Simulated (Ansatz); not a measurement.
# Localised basis functions on SnO2(001) slab (96 atoms), part 4 of 4

Aim: test how closely localised support functions follow the reference on SnO2(001) slab (96 atoms), and at what cost. A setting counts as converged where the r.m.s. difference of forces stays under 1 % of the r.m.s. force.

Ansatz 0.2.0; Kohn-Sham DFT, PBE, PAW (set soft_2), plane waves.

The cell: 32 Sn and 64 O. Beside vacuum, support functions can miss their usual error bounds without a warning. Only the Γ point is sampled, in a cell whose shortest periodic width is 9 Å.

So far. Step 14 (A changed input): The fault in the input: a cutoff in the wrong unit (basis.ecutwfc = "30 meV"). The fix is to take out basis.ecutwfc. Step 15 (Another setting: hamiltonian.xc = "rpbe"): Forces differ from the reference by 62 meV/Å r.m.s., 8.0 % of their size.

### 18. The first run in detail

The first run, on the default basis, asked for the full analyses, so its electronic structure is set out here.

Neighbours are counted within 2.48 Å (O-Sn).

Length of the force by element and coordination:

| element | coordination | atoms | mean length of the force (eV/Å) | spread | least | most |
| --- | --- | --- | --- | --- | --- | --- |
| O | all | 64 | 1.05 | 0.729 | 0.140 | 2.62 |
| O | 2 | 16 | 2.15 | 0.269 | 1.75 | 2.62 |
| O | 3 | 48 | 0.677 | 0.373 | 0.140 | 1.75 |
| Sn | all | 32 | 1.37 | 0.622 | 0.181 | 2.70 |
| Sn | 4 | 8 | 1.96 | 0.363 | 1.43 | 2.70 |
| Sn | 6 | 24 | 1.18 | 0.566 | 0.181 | 2.70 |

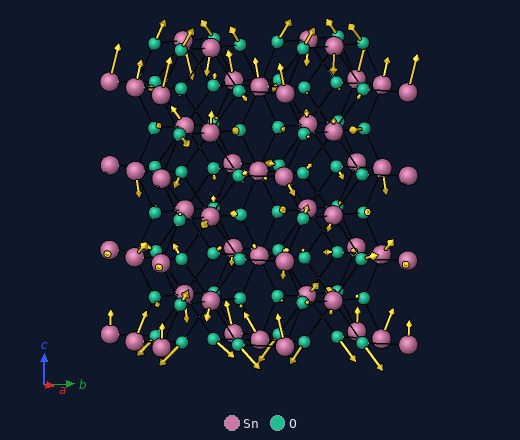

Forces as arrows; the longest in the cell is 2.70 eV/Å. Some periodic images of atoms are drawn too.

Intrinsic-atomic-orbital charges by element and coordination:

| element | coordination | atoms | mean charge (e) | spread | least | most |
| --- | --- | --- | --- | --- | --- | --- |
| O | all | 64 | -0.849 | 0.0294 | -0.875 | -0.779 |
| O | 2 | 16 | -0.800 | 0.015 | -0.827 | -0.779 |
| O | 3 | 48 | -0.865 | 0.0055 | -0.875 | -0.851 |
| Sn | all | 32 | 1.70 | 0.0631 | 1.56 | 1.75 |
| Sn | 4 | 8 | 1.59 | 0.0134 | 1.56 | 1.61 |
| Sn | 6 | 24 | 1.73 | 0.0073 | 1.72 | 1.75 |

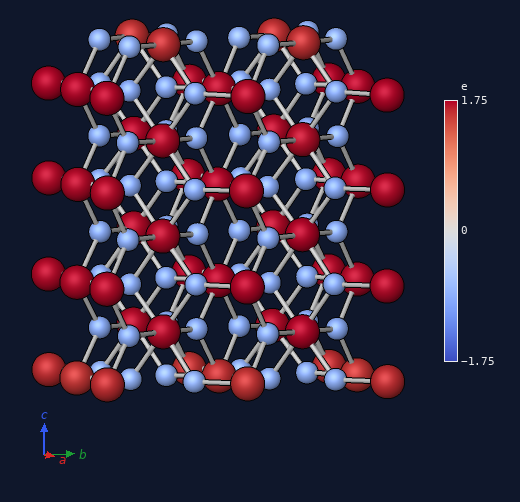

Atoms coloured by intrinsic-atomic-orbital charge. Some periodic images of atoms are drawn too.

Density of states as counts of states in windows of 1 eV (from the Fermi level), total and the larger projections:

| from (eV) | to (eV) | total | O p | Sn p | Sn s |
| --- | --- | --- | --- | --- | --- |
| -10 | -9 | 0.0 | 0.0 | 0.0 | 0.0 |
| -9 | -8 | 3.1 | 1.7 | 0.0 | 1.2 |
| -8 | -7 | 11.7 | 6.7 | 0.4 | 4.3 |
| -7 | -6 | 38.5 | 22.5 | 1.5 | 11.8 |
| -6 | -5 | 14.7 | 9.7 | 1.9 | 2.1 |
| -5 | -4 | 30.6 | 23.1 | 5.9 | 0.8 |
| -4 | -3 | 53.3 | 41.5 | 8.5 | 1.0 |
| -3 | -2 | 62.6 | 52.7 | 6.2 | 0.6 |
| -2 | -1 | 72.3 | 68.2 | 1.5 | 0.4 |
| -1 | 0 | 94.9 | 91.3 | 1.1 | 0.6 |
| 0 | 1 | 10.4 | 5.1 | 2.0 | 2.6 |
| 1 | 2 | 8.0 | 3.9 | 2.0 | 1.8 |
| 2 | 3 | 2.0 | 0.5 | 0.2 | 0.8 |
| 3 | 4 | 0.0 | 0.0 | 0.0 | 0.0 |
| 4 | 5 | 16.2 | 4.5 | 3.4 | 5.6 |

Between -22 and -10 eV lie 448 more states.

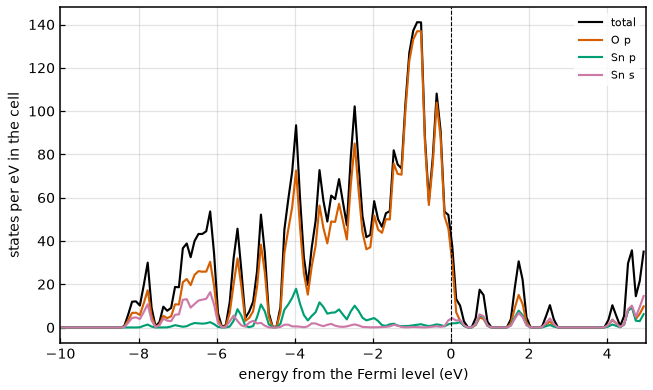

Total and projected density of states, with the broadening of the input.

The levels nearest the highest filled one (over half full), pooled over k-points and spins:

| level less the highest filled one (eV) | occupation |
| --- | --- |
| -0.149 | 2 |
| -0.115 | 2 |
| -0.0233 | 1.84 |
| -0.0169 | 1.70 |
| -0.008 | 1.40 |
| 0 | 1.06 |
| 0.210 | 0 |
| 0.750 | 0 |
| 0.801 | 0 |
| 1.65 | 0 |
| 1.72 | 0 |
| 1.78 | 0 |

Planar average of the electrostatic potential energy along the normal, with the Fermi level as zero, after a running mean with a triangular window 4 Å wide at its base:

| height (Å) | potential energy (eV) |
| --- | --- |
| 0.0 | 5.70 |
| 0.9 | 5.70 |
| 1.9 | 5.70 |
| 2.7 | 5.68 |
| 3.6 | 5.36 |
| 4.6 | 3.64 |
| 5.5 | 1.22 |
| 6.5 | -0.98 |
| 7.4 | -1.69 |
| 8.2 | -1.71 |
| 9.3 | -1.87 |
| 10.1 | -1.82 |
| 11.0 | -1.96 |
| 12.0 | -2.03 |
| 12.9 | -2.05 |
| 13.7 | -2.07 |
| 14.8 | -1.83 |
| 15.6 | -1.75 |
| 16.5 | -1.09 |
| 17.5 | 0.83 |
| 18.4 | 3.28 |
| 19.4 | 5.21 |
| 20.3 | 5.66 |
| 21.1 | 5.70 |
| 22.1 | 5.70 |
| 23.0 | 5.70 |

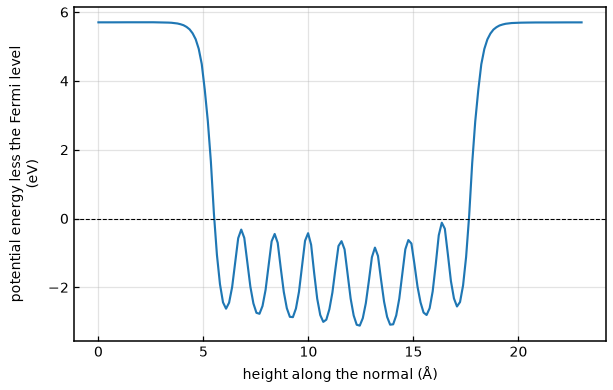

Planar average of the electrostatic potential energy; the dashed line is the Fermi level.

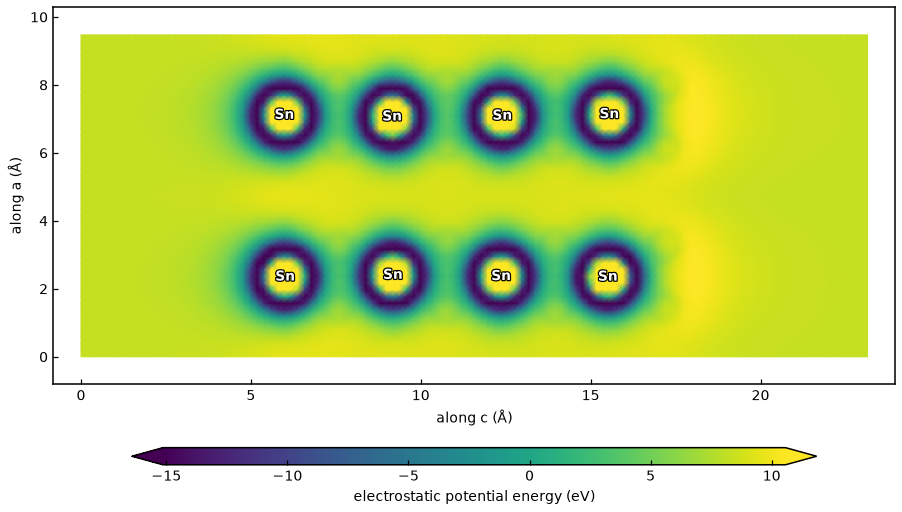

Electrostatic potential energy in the ca plane at fractional y = 0.000, with atoms of Sn within 0.2 Å of it. With pseudopotentials it is smooth inside the atoms' cores, unlike the true potential. The map starts off the cell's origin, so that atoms lie inside it.

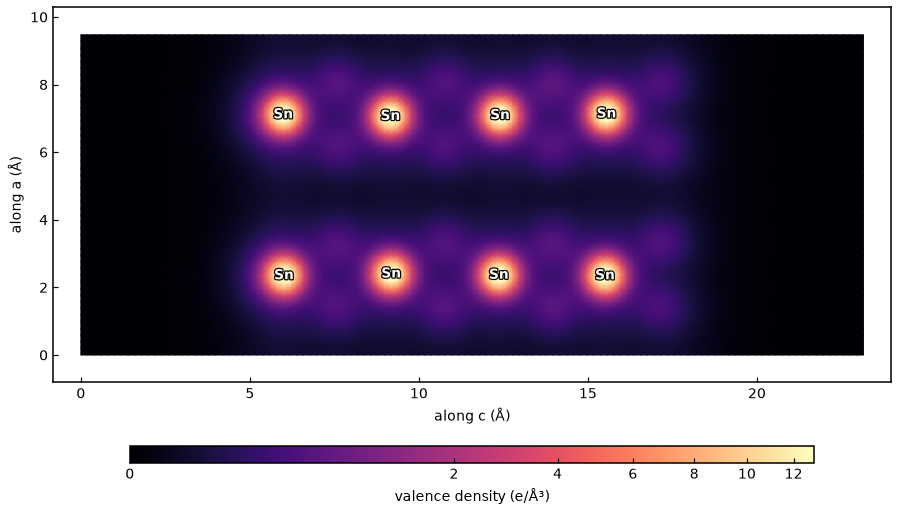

Valence density in the ca plane at fractional y = 0.000, with atoms of Sn within 0.2 Å of it. It is the smooth field of the valence electrons, not physical close to the nuclei. The map starts off the cell's origin, so that atoms lie inside it. The colour scale is stretched toward low values.

Mean intrinsic-atomic-orbital charges: O -0.85, Sn +1.70 e. Within 0.4 eV of the Fermi level the largest share is O p (90 % of the projected weight). The potential stands 5.70 eV above the Fermi level over the upper face and 5.71 eV under the lower one, a reading of the work function, with no dipole correction.

### 19. Distances and neighbours

Bonds and neighbours are counted at the geometry of the runs.

Normalised to the volume that the atoms fill. Pair distribution functions g(r), in bins of 0.2 Å:

| r (Å) | total | O-O | O-Sn | Sn-Sn |
| --- | --- | --- | --- | --- |
| 1.90 | 0.13 | 0.00 | 0.30 | 0.00 |
| 2.10 | 4.14 | 0.00 | 9.31 | 0.00 |
| 2.30 | 0.00 | 0.00 | 0.00 | 0.00 |
| 2.50 | 0.34 | 0.77 | 0.00 | 0.00 |
| 2.70 | 0.15 | 0.33 | 0.00 | 0.00 |
| 2.90 | 2.71 | 6.09 | 0.00 | 0.00 |
| 3.10 | 0.52 | 0.76 | 0.00 | 1.66 |
| 3.30 | 0.29 | 0.52 | 0.00 | 0.53 |
| 3.50 | 1.10 | 1.09 | 1.40 | 0.00 |
| 3.70 | 1.65 | 0.00 | 1.83 | 7.51 |
| 3.90 | 0.27 | 0.00 | 0.59 | 0.00 |
| 4.10 | 0.59 | 1.09 | 0.24 | 0.00 |
| 4.30 | 1.17 | 0.00 | 2.63 | 0.00 |
| 4.50 | 0.02 | 0.02 | 0.03 | 0.00 |
| 4.70 | 2.02 | 2.28 | 1.65 | 2.47 |
| 4.90 | 0.76 | 0.03 | 1.64 | 0.16 |
| 5.10 | 0.99 | 2.19 | 0.05 | 0.00 |
| 5.30 | 0.62 | 1.38 | 0.00 | 0.00 |
| 5.50 | 0.11 | 0.11 | 0.13 | 0.00 |
| 5.70 | 1.55 | 1.35 | 1.38 | 3.08 |
| 5.90 | 1.18 | 0.77 | 1.43 | 1.81 |
| 6.10 | 0.61 | 0.67 | 0.69 | 0.00 |
| 6.30 | 0.53 | 0.14 | 0.98 | 0.32 |
| 6.50 | 0.05 | 0.04 | 0.06 | 0.04 |
| 6.70 | 0.84 | 1.24 | 0.33 | 1.31 |
| 6.90 | 0.59 | 0.69 | 0.65 | 0.00 |
| 7.10 | 0.99 | 0.23 | 2.00 | 0.00 |
| 7.30 | 1.08 | 1.50 | 0.79 | 0.49 |

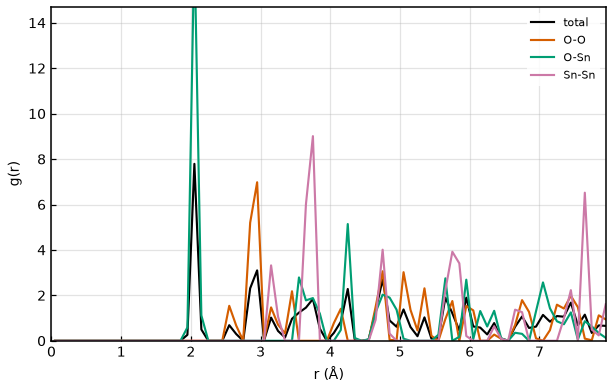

Pair distribution functions, with peaks cut at 14.

Bonds by pair of elements; cutoffs follow the first minimum of g(r), held within bounds set by covalent radii, and pairs that aren't listed don't count as bonded:

| pair A-B | cutoff (Å) | bonds | mean length (Å) | spread (Å) | shortest (Å) | B about A | A about B |
| --- | --- | --- | --- | --- | --- | --- | --- |
| O-Sn | 2.48 | 176 | 2.05 | 0.029 | 1.99 | 2.75 | 5.5 |

How many atoms have how many bonded neighbours:

| element | mean | 2 | 3 | 4 | 6 |
| --- | --- | --- | --- | --- | --- |
| O | 2.75 | 16 | 48 | 0 | 0 |
| Sn | 5.5 | 0 | 0 | 8 | 24 |

First main peaks of g(r), for some of the pairs, lie near 2.91 Å (O-O) and 2.05 Å (O-Sn). With the cutoffs above, 75 % of O atoms have 3 and 75 % of Sn atoms have 6 bonded neighbours.

A closer look about Sn49, whose charge lies farthest from its element's mean: 10 atoms, nearest first, numbered in the order of the input, with positions taken from that point.

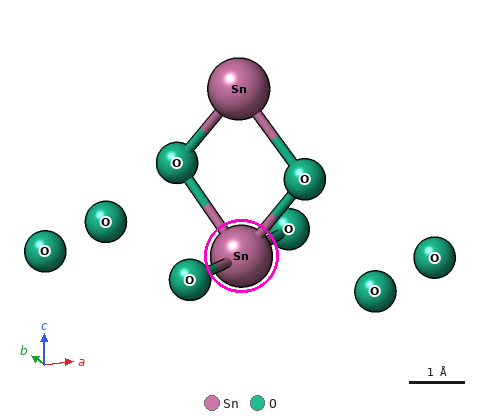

The atoms of the table, within 3.6 Å (arrows a, b, c point along x, y, z); some may hide others; the central atom is ringed.

| atom | x | y | z | distance (Å) | bonds | intrinsic-atomic-orbital charge (e) | Fx | Fy | Fz (eV/Å) |
| --- | --- | --- | --- | --- | --- | --- | --- | --- | --- |
| Sn49 | 0.00 | 0.00 | 0.00 | 0.00 | 4 | 1.56 | 0.15 | 0.74 | 1.93 |
| O77 | 0.93 | -0.87 | 1.59 | 2.03 | 3 | -0.86 | 0.07 | -0.37 | 0.10 |
| O28 | -1.50 | -1.38 | 0.01 | 2.04 | 2 | -0.82 | 1.15 | 1.06 | -1.69 |
| O6 | -0.91 | 0.96 | 1.62 | 2.09 | 3 | -0.86 | -0.25 | 0.25 | -0.56 |
| O51 | 1.46 | 1.51 | 0.02 | 2.11 | 2 | -0.78 | -1.35 | -1.33 | -1.68 |
| Sn55 | -0.05 | 0.01 | 3.17 | 3.17 | 6 | 1.73 | 1.12 | 0.48 | 0.93 |
| O76 | 3.26 | -1.41 | 0.03 | 3.56 | 2 | -0.82 | 1.19 | 1.20 | -1.90 |
| O75 | 1.45 | -3.26 | -0.01 | 3.57 | 2 | -0.82 | -0.87 | -0.81 | -1.54 |
| O3 | -3.29 | 1.49 | 0.02 | 3.62 | 2 | -0.79 | -0.98 | -1.07 | -1.39 |
| O4 | -1.45 | 3.33 | -0.02 | 3.63 | 2 | -0.78 | 1.19 | 1.22 | -1.22 |

The column of bonds counts only the pairs O-Sn within 2.48 Å; other neighbours, such as metal atoms beside each other in a compound, aren't counted, and periodic images can show an atom twice.

### 20. What came out

| Quantity | Value |
| --- | --- |
| free energy per atom | -2386.0282 eV/atom |
| r.m.s. force component | 0.783 eV/Å |
| potential in mid-vacuum, over the Fermi level | 5.703 eV |
| wall time of the 11 DFT runs | 89 min |

What this shows: Against plane waves at 750 eV, the forces differ by 0.34 meV/Å (0.043 %) with support functions medium, and by 0.29 meV/Å in the closest run (support functions medium, radius 4.07 Å). At 96 atoms the fastest of the runs at a preset level, support functions low, takes 2.3 times the time of plane waves, in 28 SCF cycles against 25. Differences between support functions and plane waves include what basis error the plane-wave run still has. As the radius goes from 3.53 to 5.45 Å, the force difference goes from 0.39 to 0.32 meV/Å (not steadily; the least is 0.29 at 4.07 Å), and the time from 5.6 min to 27 min.

Levels near the Fermi energy are neither full nor empty under the smearing, so no gap is quoted. The potential stands 5.70 eV above the Fermi level over the upper face and 5.71 eV under the lower one, a reading of the work function, with no dipole correction. With the cutoffs above, 75 % of O atoms have 3 and 75 % of Sn atoms have 6 bonded neighbours.

Caveats: The geometry was built by rule, was displaced at random and isn't relaxed at this level: its force components are 0.78 eV/Å r.m.s.

[Hosts, paths, dates, database ids (printed as entryN), source tags and the programs' standing remarks are cut or masked in the printed files.]
